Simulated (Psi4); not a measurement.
# UCCSD/def2-SVP (sweep point 1) run of GeH2F (SMILES [F][GeH2])

Aim: the energy of GeH2F. 

The calculation is run with Psi4 1.11.

4 further runs of the same task are left out: 1 that didn't finish, 3 set aside as unsound or not needed.

**1. The system as given**

The species is GeH2F (4 atoms), meant as a doublet with charge 0. As SMILES, `[F][GeH2]`. The shape is that of a PBE0-D4/def2-TZVP optimisation.

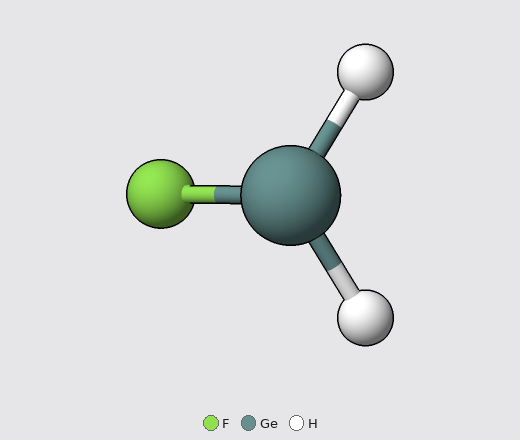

Viewed from a chosen angle; fluorine green, germanium teal, hydrogen white.

**2. The energy at UCCSD/def2-SVP (sweep point 1)**

Contents of fgeh2.py:

```python
import psi4

psi4.set_memory('1600 MB')
psi4.set_num_threads(1)
psi4.set_output_file('fgeh2.out', False)

geom = psi4.geometry("""
0 2
F      0.138200    -0.585400     1.442000
Ge     0.305700    -0.223200    -0.257100
H     -1.078800    -0.527800    -0.882000
H      0.690400     1.276000    -0.323100
symmetry c1
""")

psi4.set_options({
    'basis': 'def2-SVP',
    'reference': 'uhf',
    'scf_type': 'pk',
    'num_frozen_docc': 10,
})

E = psi4.energy('ccsd')
print('E =', round(E, 9))
```

The run is started by

```console
$ python fgeh2.py
```

fgeh2.out:

```text
Psi4 1.11 release

   => Loading Basis Set <=

    Name: DEF2-SVP
    Role: ORBITAL
    Keyword: BASIS

         ---------------------------------------------------------
                                   SCF
                              UHF Reference
                        1 Threads,   1525 MiB Core
         ---------------------------------------------------------

  ==> Geometry <==

    Molecular point group: c1
    Full point group: C1

    Geometry (in Angstrom), charge = 0, multiplicity = 2:

       Center              X                  Y                   Z               Mass
    ------------   -----------------  -----------------  -----------------  -----------------
         F           -0.123366163137    -0.302398451271     1.366411279803    18.998403162730
         GE           0.044133836863     0.059801548729    -0.332688720197    73.921177761000
         H           -1.340366163137    -0.244798451271    -0.957588720197     1.007825032230
         H            0.428833836863     1.559001548729    -0.398688720197     1.007825032230

  Running in c1 symmetry.

  Rotational constants: A =      3.79379  B =      0.34899  C =      0.33310 [cm^-1]
  Rotational constants: A = 113734.90387  B =  10462.46471  C =   9985.93974 [MHz]
  Nuclear repulsion =  113.015982835607062

  Charge       = 0
  Multiplicity = 2
  Electrons    = 43
  Nalpha       = 22
  Nbeta        = 21

  ==> Algorithm <==

  SCF Algorithm Type is PK.
  DIIS enabled.
  MOM disabled.
  Fractional occupation disabled.
  Guess Type is SAD.
  Energy threshold   = 1.00e-08
  Density threshold  = 1.00e-08
  Integral threshold = 1.00e-12

  ==> Primary Basis <==

  Basis Set: DEF2-SVP
    Blend: DEF2-SVP
    Number of shells: 24
    Number of basis functions: 56
    Number of Cartesian functions: 60
    Spherical Harmonics?: true
    Max angular momentum: 2

  ==> Integral Setup <==

  Using in-core PK algorithm.
   Calculation information:
      Number of atoms:                   4
      Number of AO shells:              24
      Number of primitives:             52
      Number of atomic orbitals:        60
      Number of basis functions:        56

      Integral cutoff                 1.00e-12
      Number of threads:                 1

  Performing in-core PK
  Using 2548812 doubles for integral storage.
  We computed 44181 shell quartets total.
  Whereas there are 45150 unique shell quartets.

  ==> DiskJK: Disk-Based J/K Matrices <==

    J tasked:                  Yes
    K tasked:                  Yes
    wK tasked:                  No
    Memory [MiB]:             1144
    Schwarz Cutoff:          1E-12

  Minimum eigenvalue in the overlap matrix is 2.8634242702E-02.
  Reciprocal condition number of the overlap matrix is 8.0689909247E-03.
    Using symmetric orthogonalization.

  ==> Pre-Iterations <==

  SCF Guess: Superposition of Atomic Densities via on-the-fly atomic UHF (no occupation information).

   -------------------------
    Irrep   Nso     Nmo
   -------------------------
     A         56      56
   -------------------------
    Total      56      56
   -------------------------

  ==> Iterations <==

                        Total Energy        Delta E     RMS |[F,P]|

   @UHF iter SAD: -2171.14490236920665   -2.17114e+03   0.00000e+00
   @UHF iter   1: -2174.66666623882293   -3.52176e+00   3.61160e-02 DIIS/ADIIS
   @UHF iter   2: -2175.24148437497479   -5.74818e-01   2.72757e-02 DIIS/ADIIS
   @UHF iter   3: -2175.60896722993493   -3.67483e-01   2.71731e-03 DIIS/ADIIS
   @UHF iter   4: -2175.61461007560365   -5.64285e-03   4.03929e-04 DIIS/ADIIS
   @UHF iter   5: -2175.61494339275941   -3.33317e-04   1.58322e-04 DIIS/ADIIS
   @UHF iter   6: -2175.61503897819966   -9.55854e-05   5.28591e-05 DIIS
   @UHF iter   7: -2175.61505560415890   -1.66260e-05   1.49241e-05 DIIS
   @UHF iter   8: -2175.61505698419523   -1.38004e-06   5.85779e-06 DIIS
   @UHF iter   9: -2175.61505724134668   -2.57151e-07   2.32359e-06 DIIS
   @UHF iter  10: -2175.61505729032069   -4.89740e-08   7.90238e-07 DIIS
   @UHF iter  11: -2175.61505729604323   -5.72254e-09   1.47108e-07 DIIS
   @UHF iter  12: -2175.61505729616692   -1.23691e-10   3.54926e-08 DIIS
   @UHF iter  13: -2175.61505729617238   -5.45697e-12   1.07721e-08 DIIS
   @UHF iter  14: -2175.61505729617238    0.00000e+00   3.22126e-09 DIIS
  Energy and wave function converged.

  ==> Post-Iterations <==

   @Spin Contamination Metric:   3.300087056E-03
   @S^2 Expected:                7.500000000E-01
   @S^2 Observed:                7.533000871E-01
   @S   Expected:                5.000000000E-01
   @S   Observed:                5.000000000E-01

    Orbital Energies [Eh]
    ---------------------

    Alpha Occupied:

       1A   -405.240878     2A    -52.166282     3A    -46.268919
       4A    -46.266655     5A    -46.265965     6A    -26.245317
       7A     -7.227212     8A     -5.208260     9A     -5.203200
      10A     -5.200274    11A     -1.689411    12A     -1.678081
      13A     -1.675353    14A     -1.673115    15A     -1.672222
      16A     -1.499254    17A     -0.758284    18A     -0.632854
      19A     -0.626703    20A     -0.597967    21A     -0.495233
      22A     -0.358852

    Alpha Virtual:

      23A      0.116001    24A      0.173476    25A      0.187076
      26A      0.268182    27A      0.415141    28A      0.437375
      29A      0.523159    30A      0.557972    31A      0.558831
      32A      0.594332    33A      0.613839    34A      0.699039
      35A      0.975016    36A      1.058044    37A      1.553353
      38A      1.568692    39A      1.572383    40A      1.688020
      41A      1.772039    42A      1.882372    43A      1.920934
      44A      2.057659    45A      2.118798    46A      2.178371
      47A      2.672247    48A      2.739425    49A      2.752986
      50A      2.861973    51A      3.012541    52A      3.499859
      53A      3.505144    54A      3.537791    55A      3.558274
      56A      3.892114

    Beta Occupied:

       1A   -405.238340     2A    -52.164755     3A    -46.266336
       4A    -46.265716     5A    -46.265167     6A    -26.242002
       7A     -7.221356     8A     -5.202306     9A     -5.199790
      10A     -5.195834    11A     -1.687464    12A     -1.674761
      13A     -1.673546    14A     -1.670341    15A     -1.669354
      16A     -1.490620    17A     -0.722319    18A     -0.623346
      19A     -0.605993    20A     -0.577555    21A     -0.473167

    Beta Virtual:

      22A      0.023579    23A      0.140546    24A      0.199912
      25A      0.212835    26A      0.284852    27A      0.419892
      28A      0.500437    29A      0.551107    30A      0.578422
      31A      0.584767    32A      0.639166    33A      0.643041
      34A      0.729265    35A      0.992942    36A      1.074957
      37A      1.556788    38A      1.574404    39A      1.581447
      40A      1.701718    41A      1.782742    42A      1.894487
      43A      1.933011    44A      2.063861    45A      2.126975
      46A      2.188802    47A      2.688885    48A      2.752270
      49A      2.763576    50A      2.874924    51A      3.021168
      52A      3.504085    53A      3.509708    54A      3.544625
      55A      3.560522    56A      3.897007

    Final Occupation by Irrep:
              A
    DOCC [    21 ]
    SOCC [     1 ]
    NA   [    22 ]
    NB   [    21 ]

  @UHF Final Energy: -2175.61505729617238

   => Energetics <=

    Nuclear Repulsion Energy =            113.0159828356070619
    One-Electron Energy =               -3260.4817225917640826
    Two-Electron Energy =                 971.8506824599842275
    Total Energy =                      -2175.6150572961723810

  UHF NO Occupations:
  HONO-2 :   20  A 1.9998386
  HONO-1 :   21  A 1.9987798
  HONO-0 :   22  A 1.0000000
  LUNO+0 :   23  A 0.0012202
  LUNO+1 :   24  A 0.0001614
  LUNO+2 :   25  A 0.0001601
  LUNO+3 :   26  A 0.0000477

Computation Completed

Properties will be evaluated at   0.000000,   0.000000,   0.000000 [a0]

Properties computed using the SCF density matrix

 Multipole Moments:

 ------------------------------------------------------------------------------------
     Multipole            Electronic (a.u.)      Nuclear  (a.u.)        Total (a.u.)
 ------------------------------------------------------------------------------------

 L = 1.  Multiply by 2.5417464519 to convert [e a0] to [Debye]
 Dipole X            :          1.2964926           -1.1518731            0.1446195
 Dipole Y            :         -0.8007182            0.9567052            0.1559870
 Dipole Z            :         -1.5191608            0.5581968           -0.9609640
 Magnitude           :                                                    0.9842249

 ------------------------------------------------------------------------------------

	total time  =          1 seconds =       0.02 minutes
 MINTS: Wrapper to libmints.

   Calculation information:
      Number of threads:                 1
      Number of atoms:                   4
      Number of AO shells:              24
      Number of SO shells:              24
      Number of primitives:             52
      Number of atomic orbitals:        60
      Number of basis functions:        56

      Number of irreps:                  1
      Integral cutoff                 1.00e-12
      Number of functions per irrep: [  56 ]

 OEINTS: Overlap, kinetic, potential, dipole, and quadrupole integrals
         stored in file 35.

      Computing two-electron integrals...done
      Computed 1128816 non-zero two-electron integrals.
        Stored in file 33.

	Wfn Parameters:
	--------------------
	Wavefunction         = CCSD
	Number of irreps     = 1
	Number of MOs        = 56
	Number of active MOs = 46
	AO-Basis             = NONE
	Semicanonical        = false
	Reference            = UHF
	Print Level          = 1

	IRREP	# MOs	# FZDC	# DOCC	# SOCC	# VIRT	# FZVR
	-----	-----	------	------	------	------	------
	 A	   56	    10	    11	    1	    34	    0
	Transforming integrals...
	IWL integrals will be deleted.
	(OO|OO)...
	Presorting SO-basis two-electron integrals.
	Sorting File: SO Ints (nn|nn) nbuckets = 1
	Constructing frozen core operators
	Starting AA/AB first half-transformation.
	Sorting AA/AB half-transformed integrals.
	Starting BB first half-transformation.
	Sorting BB half-transformed integrals.
	First half integral transformation complete.
	Starting AA second half-transformation.
	Starting AB second half-transformation.
	Starting BB second half-transformation.
	Two-electron integral transformation complete.
	(OO|OV)...
	Starting AA second half-transformation.
	Starting AB second half-transformation.
	Starting BB second half-transformation.
	Two-electron integral transformation complete.
	(OO|VV)...
	Starting AA second half-transformation.
	Starting AB second half-transformation.
	Starting BB second half-transformation.
	Two-electron integral transformation complete.
	(OV|OO)...
	Starting AA/AB first half-transformation.
	Sorting AA/AB half-transformed integrals.
	Starting BB first half-transformation.
	Sorting BB half-transformed integrals.
	First half integral transformation complete.
	Starting AA second half-transformation.
	Starting AB second half-transformation.
	Starting BB second half-transformation.
	Two-electron integral transformation complete.
	(OV|OV)...
	Starting AA second half-transformation.
	Starting AB second half-transformation.
	Starting BB second half-transformation.
	Two-electron integral transformation complete.
	(OV|VV)...
	Starting AA second half-transformation.
	Starting AB second half-transformation.
	Starting BB second half-transformation.
	Two-electron integral transformation complete.
	(VV|OO)...
	Starting AA/AB first half-transformation.
	Sorting AA/AB half-transformed integrals.
	Starting BB first half-transformation.
	Sorting BB half-transformed integrals.
	First half integral transformation complete.
	Starting AA second half-transformation.
	Starting AB second half-transformation.
	Starting BB second half-transformation.
	Two-electron integral transformation complete.
	(VV|OV)...
	Starting AA second half-transformation.
	Starting AB second half-transformation.
	Starting BB second half-transformation.
	Two-electron integral transformation complete.
	(VV|VV)...
	Starting AA second half-transformation.
	Starting AB second half-transformation.
	Starting BB second half-transformation.
	Two-electron integral transformation complete.
	Frozen core energy     =  -2126.35448685320307

	Size of irrep 0 of <AB|CD> integrals:      0.315 (MW) /      2.518 (MB)
	Total:                                     0.315 (MW) /      2.518 (MB)

	Size of irrep 0 of <ab|cd> integrals:      0.354 (MW) /      2.832 (MB)
	Total:                                     0.354 (MW) /      2.832 (MB)

	Size of irrep 0 of <Ab|Cd> integrals:      1.416 (MW) /     11.329 (MB)
	Total:                                     1.416 (MW) /     11.329 (MB)

	Size of irrep 0 of <IA|BC> integrals:      0.472 (MW) /      3.773 (MB)
	Total:                                     0.472 (MW) /      3.773 (MB)

	Size of irrep 0 of <ia|bc> integrals:      0.472 (MW) /      3.773 (MB)
	Total:                                     0.472 (MW) /      3.773 (MB)

	Size of irrep 0 of <Ia|Bc> integrals:      0.500 (MW) /      3.998 (MB)
	Total:                                     0.500 (MW) /      3.998 (MB)

	Size of irrep 0 of <iA|bC> integrals:      0.445 (MW) /      3.560 (MB)
	Total:                                     0.445 (MW) /      3.560 (MB)

	Size of irrep 0 of tIjAb amplitudes:       0.157 (MW) /      1.257 (MB)
	Total:                                     0.157 (MW) /      1.257 (MB)

	Nuclear Rep. energy          =    113.01598283560706
	SCF energy                   =  -2175.61505729617238
	One-electron energy          =   -298.32731062528597
	Two-electron (AA) energy     =     32.40101538418257
	Two-electron (BB) energy     =     28.73966761337286
	Two-electron (AB) energy     =     74.91007434916784
	Two-electron energy          =    136.05075734672329
	Reference energy             =  -2175.61505729615874

	total time  =          0 seconds =       0.00 minutes
            **************************
            *                        *
            *        CCENERGY        *
            *                        *
            **************************

    Nuclear Rep. energy (wfn)     =  113.015982835607062
    SCF energy          (wfn)     = -2175.615057296172381
    Reference energy    (file100) = -2175.615057296158739

    Input parameters:
    -----------------
    Wave function   =     CCSD
    Reference wfn   =     UHF
    Brueckner       =     No
    Memory (Mbytes) =     1600.0
    Maxiter         =     50
    R_Convergence   =     1.0e-07
    E_Convergence   =     1.0e-06
    Restart         =     Yes
    DIIS            =     Yes
    AO Basis        =     NONE
    ABCD            =     NEW
    Cache Level     =     2
    Cache Type      =     LRU
    Print Level     =     1
    Num. of threads =     1
    # Amps to Print =     10
    Print MP2 Amps? =     No
    Analyze T2 Amps =     No
    Print Pair Ener =     No
    Local CC        =     No
    SCS-MP2         =     False
    SCSN-MP2        =     False
    SCS-CCSD        =     False

MP2 correlation energy -0.4025925551265352
                Solving CC Amplitude Equations
                ------------------------------
  Iter             Energy              RMS        T1Diag      D1Diag    New D1Diag    D2Diag
  ----     ---------------------    ---------   ----------  ----------  ----------   --------
     0        -0.402592555126535    0.000e+00    0.000000    0.000000    0.000000    0.000000
     1        -0.395896222494537    8.663e-02    0.014412    0.000000    0.000000    0.000000
     2        -0.408026005362604    2.685e-02    0.014092    0.000000    0.000000    0.000000
     3        -0.410988799322302    1.550e-02    0.017148    0.000000    0.000000    0.000000
     4        -0.410725789386700    4.252e-03    0.018006    0.000000    0.000000    0.000000
     5        -0.410698449013630    2.362e-03    0.018461    0.000000    0.000000    0.000000
     6        -0.410722851271263    8.107e-04    0.018604    0.000000    0.000000    0.000000
     7        -0.410717468811018    3.450e-04    0.018642    0.000000    0.000000    0.000000
     8        -0.410719457087360    1.025e-04    0.018644    0.000000    0.000000    0.000000
     9        -0.410721786399338    4.087e-05    0.018645    0.000000    0.000000    0.000000
    10        -0.410720702462108    1.252e-05    0.018646    0.000000    0.000000    0.000000
    11        -0.410720800009186    4.878e-06    0.018645    0.000000    0.000000    0.000000
    12        -0.410720774143870    1.945e-06    0.018645    0.000000    0.000000    0.000000
    13        -0.410720799165376    7.548e-07    0.018645    0.000000    0.000000    0.000000
    14        -0.410720815664181    3.306e-07    0.018645    0.000000    0.000000    0.000000
    15        -0.410720821568360    1.400e-07    0.018645    0.000000    0.000000    0.000000
    16        -0.410720820888483    6.716e-08    0.018645    0.000000    0.000000    0.000000

    Iterations converged.

    Largest TIA Amplitudes:
              8   1        -0.0224517238
              9   0         0.0203662980
              6   2         0.0132751293
              7   0         0.0132250437
              7   2        -0.0119006250
             11   9         0.0095103071
              6   0         0.0091245100
              3   7        -0.0087811894
              8   7        -0.0082744068
              9   6        -0.0079375160

    Largest Tia Amplitudes:
              8   0         0.0449516624
              7   3        -0.0192721210
              9   0        -0.0162214729
              6   0         0.0161208719
              6   2         0.0154916324
              9   1         0.0133465369
              6   1         0.0130364388
              8   2        -0.0102179440
             10  14        -0.0099245316
              7   8        -0.0089337275

    Largest TIJAB Amplitudes:
     11  10   2   1        -0.0162045094
      8   7  15  14         0.0149619929
      8   7  30  29        -0.0147483928
      9   7  16  15        -0.0125186678
      9   8  16  14        -0.0121844875
     11  10   9   7        -0.0119860510
     11  10   8   1         0.0111946286
     11   9   8   0        -0.0111517757
     11  10   5   4        -0.0108037134
     11  10   5   1         0.0107147725

    Largest Tijab Amplitudes:
      8   7  31  30         0.0151501335
      8   7  17  15        -0.0147088547
      9   8   1   0        -0.0114233085
      9   8  17  16         0.0112364919
      8   6  17  16        -0.0109758321
      9   7  16  15        -0.0106689040
     10   9   8   1         0.0099837913
      7   6  16  15         0.0097174984
     10   6   5   2         0.0093208011
      9   8   2   0        -0.0092384317

    Largest TIjAb Amplitudes:
     10  10   2   2        -0.0417263626
      7   8  15  17        -0.0304516561
     10  10   1   3        -0.0303660291
      8   7  14  15        -0.0290307494
     11  10   1   2         0.0284434786
     10  10   2   0        -0.0264502135
      9   9   0   1        -0.0256737037
     10  10   4   5        -0.0250142572
      7   7  15  15        -0.0210791124
     10   9   1   0         0.0205119532

    SCF energy       (wfn)                    = -2175.615057296172381
    Reference energy (file100)                = -2175.615057296158739

    Opposite-spin MP2 correlation energy      =   -0.287665994745200
    Same-spin MP2 correlation energy          =   -0.114926560381335
    Singles MP2 correlation energy            =   -0.000000000000000
    MP2 correlation energy                    =   -0.402592555126535
      * MP2 total energy                      = -2176.017649851285114

    Opposite-spin CCSD correlation energy     =   -0.307555549083528
    Same-spin CCSD correlation energy         =   -0.103165271804954
    Singles CCSD correlation energy           =   -0.000000000000000
    CCSD correlation energy                   =   -0.410720820888483
      * CCSD total energy                     = -2176.025778117047139
```

Standard output:

```text
E = -2176.025778117
```

Run time: 9 s. Hardware: 1 thread of Intel Xeon 6975P-C (Granite Rapids), shared host; peak memory 0.24 GiB.

**3. Results**

At UCCSD/def2-SVP (sweep point 1), 10 core orbitals frozen:

| quantity | value |
| --- | --- |
| total energy | -2176.02578 Eh |
| HOMO energy (Hartree–Fock orbitals) (highest over α and β) | -9.76 eV |
| LUMO energy (Hartree–Fock orbitals) (lowest over α and β) | 0.64 eV |
| correlation energy (10 core orbitals frozen) | -410.7 mEh |
| ⟨S²⟩ of the reference determinant | 0.753 |
| T1 diagnostic | 0.019 |
